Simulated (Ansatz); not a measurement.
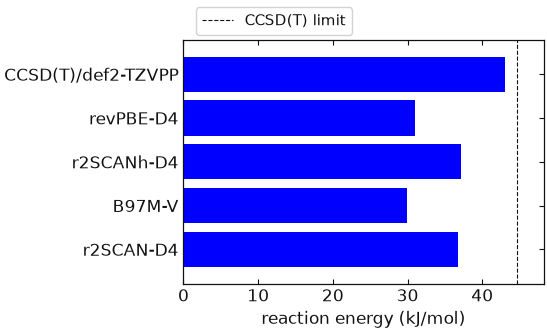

Electronic reaction energy of InHSeCl₂ ([Cl][In]([Cl])[SeH]) + SiH₄O₃ (O[SiH](O)O) → SiH₄SeO₃ (O[Si](O)(O)[SeH]) + InHCl₂ ([Cl][InH][Cl]) (SMILES in brackets) at several levels (functionals in def2-TZVPP unless a basis is named), isolated molecules at PBE0-D4 triple-zeta geometries, minima by their frequencies, no zero-point or thermal terms, the Ansatz code. The line is frozen-core CCSD(T) at the basis limit (MP2 extrapolated from triple and quadruple zeta, plus CCSD(T) less MP2 in a smaller set). The distance of CCSD(T)/def2-TZVPP to the limit includes basis error. Core potentials past Kr.

### What range do the values span, the line included?

From 29.9 kJ/mol (B97M-V) to 44.6 kJ/mol (CCSD(T) limit).

### Give the values.

```tsv
level	kJ/mol	less CCSD(T) limit
CCSD(T)/def2-TZVPP	43.0	−1.6
revPBE-D4	31.0	−13.6
r2SCANh-D4	37.2	−7.5
B97M-V	29.9	−14.7
r2SCAN-D4	36.8	−7.8
CCSD(T) limit	44.6	0.0
```

Caveats: no scalar relativity up to krypton; outer-core shells are correlated without core-valence functions, which makes the correlated values less sure; spin-orbit coupling is left out, and with In it can shift these values.
